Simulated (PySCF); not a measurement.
C₂H₄Ag, charge +1, SMILES `[Ag+].C=C`.

Level of theory: PBE0/def2-SVPD (PySCF), at a geometry from GFN2-xTB. Core potentials replace the inner electrons of Ag; spin–orbit coupling isn't included. GFN2-xTB bond lengths at metals and heavier atoms can be off by up to 0.1 Å and shapes distorted, which carries into these values.

Input script:

```python
import numpy as np
from pyscf import gto, scf, dft
from pyscf.scf import atom_ks, atom_hf
from scipy.linalg import block_diag
from pyscf.dispersion import dftd3

def solve(mol, dm0=None, hcore=None):
    mf = (dft.UKS if mol.spin else dft.RKS)(mol, xc='pbe0')
    mf.grids.level = 3
    mf = mf.density_fit(auxbasis='def2-universal-jkfit')
    mf.conv_tol, mf.max_cycle = 1e-8, 80
    if hcore is not None:
        mf.get_hcore = lambda *args: hcore
    mf.kernel(dm0)
    if not mf.converged:
        mf = mf.newton().run(mf.mo_coeff, mf.mo_occ, max_cycle=30)
    assert mf.converged, 'SCF not converged'
    return mf

mol = gto.M(atom='''
Ag    -0.58303     0.00005     0.00009
C      1.67498     0.68238    -0.00025
C      1.67550    -0.68083    -0.00025
H      1.82425     1.23530    -0.92776
H      1.82939     1.22771     0.92721
H      1.82552    -1.23363     0.92721
H      1.82035    -1.24120    -0.92777
''', basis='def2-svpd', ecp={'Ag': 'def2-svpd'}, charge=1, spin=0, verbose=4)
mol_a = gto.M(atom='''
Ag    -0.58303     0.00005     0.00009
ghost-C      1.67498     0.68238    -0.00025
ghost-C      1.67550    -0.68083    -0.00025
ghost-H      1.82425     1.23530    -0.92776
ghost-H      1.82939     1.22771     0.92721
ghost-H      1.82552    -1.23363     0.92721
ghost-H      1.82035    -1.24120    -0.92777
''', basis='def2-svpd', ecp={'Ag': 'def2-svpd'}, charge=1, spin=0, verbose=4)
mol_b = gto.M(atom='''
ghost-Ag    -0.58303     0.00005     0.00009
C      1.67498     0.68238    -0.00025
C      1.67550    -0.68083    -0.00025
H      1.82425     1.23530    -0.92776
H      1.82939     1.22771     0.92721
H      1.82552    -1.23363     0.92721
H      1.82035    -1.24120    -0.92777
''', basis='def2-svpd', charge=0, spin=0, verbose=4)
ab, a, b = solve(mol), solve(mol_a), solve(mol_b)
e_int = ab.e_tot - a.e_tot - b.e_tot
print('counterpoise-corrected interaction energy / kcal/mol', e_int * 627.5095)
def disp(atoms, charge):
    m = gto.M(atom=atoms, charge=charge, basis='sto-3g', spin=None, unit='Bohr', verbose=0)
    return dftd3.DFTD3Dispersion(m, xc='pbe0', version='d3bj').get_dispersion()['energy']
e_disp = disp(mol._atom, mol.charge) - disp(mol._atom[:1], mol_a.charge) - disp(mol._atom[1:], mol_b.charge)
print('D3(BJ) part / kcal/mol', e_disp * 627.5095)
# spherically averaged free atoms, for the promolecule
atom_ks.AtomSphAverageRKS.init_guess_by_vsap = lambda self, mol=None: self.init_guess_by_minao(mol)  # core potentials
atm = atom_ks.get_atm_nrks(mol, xc='pbe0')
pro = block_diag(*[(atm[a[0]][2] * atm[a[0]][3]) @ atm[a[0]][2].T for a in mol._atom])
np.savez('result.npz', e_int=e_int, e_disp=e_disp, dm_a=a.make_rdm1(), dm_b=b.make_rdm1(), c=ab.mo_coeff, occ=ab.mo_occ, eps=ab.mo_energy, pro=pro, d=[f.dip_moment(verbose=0) for f in (ab, a, b)])
```

Launched as:

```sh
OMP_NUM_THREADS=1 python input.py
```

The run took 18 s on 1 thread of Arm Neoverse V2, on a shared host, peak memory 0.47 GiB.

Partitions, critical points and surface values were worked out afterwards from this run's density.

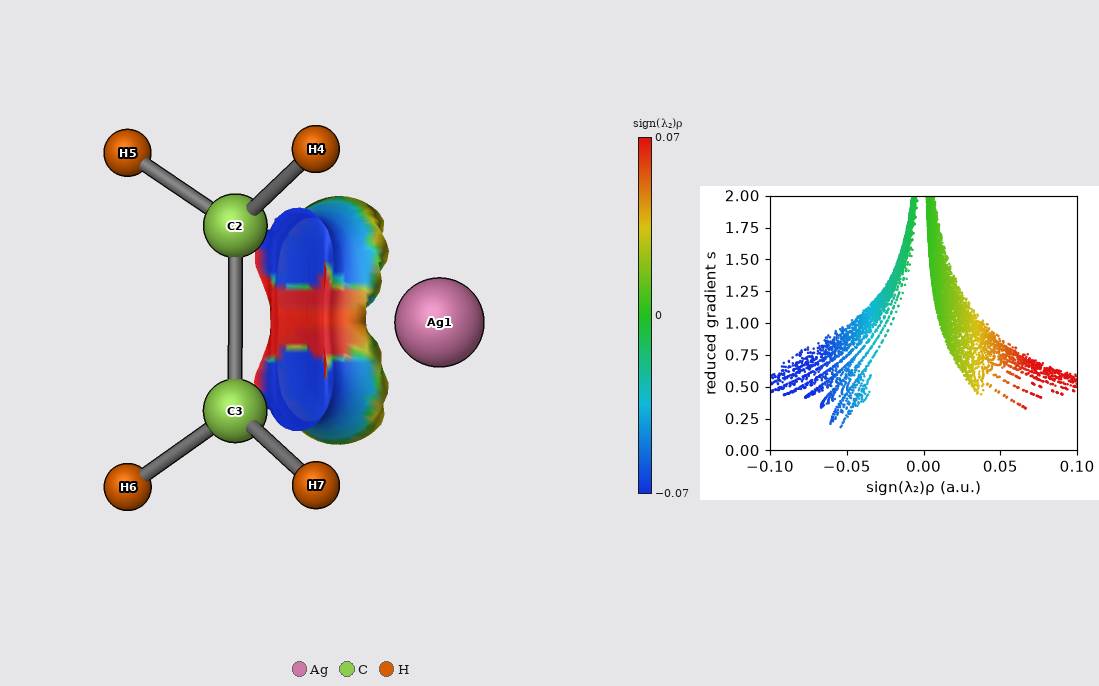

Non-covalent interaction surfaces between the fragments (reduced density gradient s = 0.5, coloured by sign(λ₂)ρ in a.u.; trimmed to the region between the fragments where ρ is under 0.1 a.u.). Fragment A: Ag(+1) (atom 1); fragment B: H4C2. The plot gives s against sign(λ₂)ρ for grid points between the fragments.

Q: Which interactions hold the two fragments together?

A: Bond critical points between the fragments: Ag1···C2, 2.36 Å, ρ = 0.060 a.u., a bond path close to vanishing (ellipticity 11.4). It appears blue (attractive, sign(λ₂)ρ well below zero). The pose is a local one from a semi-empirical search, not shown to be the most stable. With a charged fragment, long-range electrostatics, which these surfaces don't show, weighs heavily in the interaction energy.

Q: How strongly are they bound?

A: The counterpoise-corrected interaction energy of the frozen fragments is −39.9 kcal/mol without dispersion correction and −41.2 kcal/mol with D3(BJ). D3 uses neutral-atom coefficients and tends to overbind metal cations. The pair geometry is semi-empirical, not a minimum at this level.
